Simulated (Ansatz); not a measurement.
```tsv
atom	x (Å)	y (Å)	z (Å)
C	-1.7178	-0.3029	-0.9005
Al	0.1616	0.3039	-1.0634
C	0.3970	0.0750	1.4809
C	1.6436	-0.1532	0.9936
F	0.4412	2.0115	-1.0086
H	-1.7910	-1.3728	-0.6101
H	-2.3011	0.2979	-0.1723
H	-2.2195	-0.1999	-1.8885
H	1.3015	-0.5492	-1.8137
H	-0.2732	-0.7517	1.7609
H	0.0271	1.0999	1.6407
H	2.0326	-1.1730	0.8537
H	2.3184	0.6798	0.7421
```

At this geometry the atoms fall into two loosely joined parts.

These are results of RKS revPBE-D4/cc-pVDZ (Ansatz 0.2.0), not measurements.

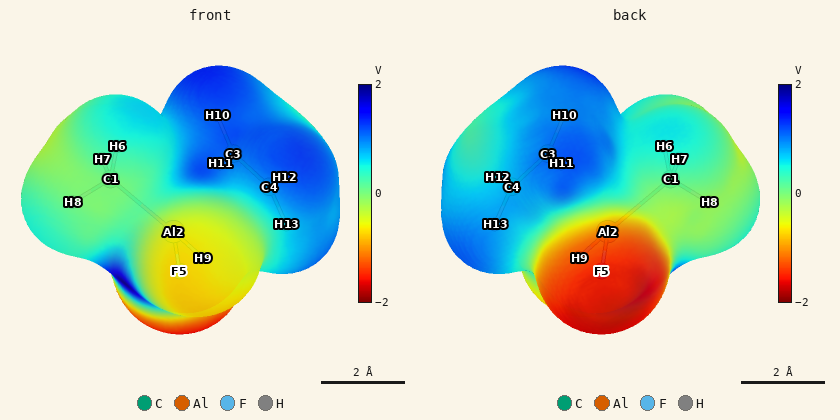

C3H8AlF. The molecular electrostatic potential painted on the density surface at 0.002 e/bohr³, seen from the front and from behind; the colour scale runs from red (negative) to blue (positive).

Q: Describe the electrostatic potential map.

A: The most negative region (about −1.7 V, or −39 kcal/mol for a unit charge) lies over F5, the most positive (about +1.7 V, or +39 kcal/mol for a unit charge) over Al2.
